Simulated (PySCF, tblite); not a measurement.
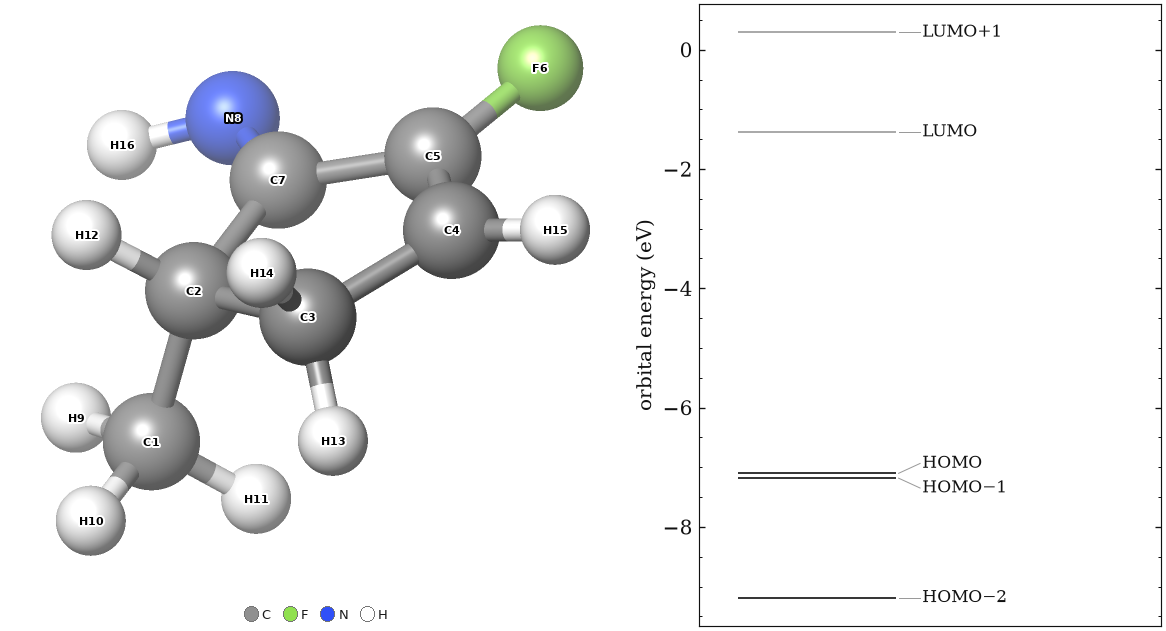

C₆H₈FN, SMILES [H]/N=C1/C(F)=CC[C@@H]1C. Kohn-Sham orbital energies near the frontier, B3LYP/def2-SVPD, PySCF 2.14.0, at a GFN2-xTB geometry (a minimum by its frequencies), isolated molecule; empty levels in grey, levels within 0.03 eV side by side.

> Where do the frontier orbitals lie?

HOMO at −7.10 eV, LUMO at −1.38 eV, 5.72 eV apart.

> List the levels with the atoms that carry most of them (a dash for levels above zero or within 0.03 eV of another, where shares mean little).

| orbital | energy (eV) | Löwdin shares |
| --- | --- | --- |
| LUMO+1 | 0.29 | – |
| LUMO | −1.38 | C4 25 %, N8 23 %, C7 19 % |
| HOMO | −7.10 | C4 26 %, C5 21 %, N8 19 % |
| HOMO−1 | −7.18 | N8 57 %, C7 13 %, C2 9 % |
| HOMO−2 | −9.19 | N8 25 %, C7 20 %, C2 12 % |

Known limits of this run: the tight-binding geometry is rougher than a DFT one and adds to the error; empty levels above zero depend strongly on the basis.
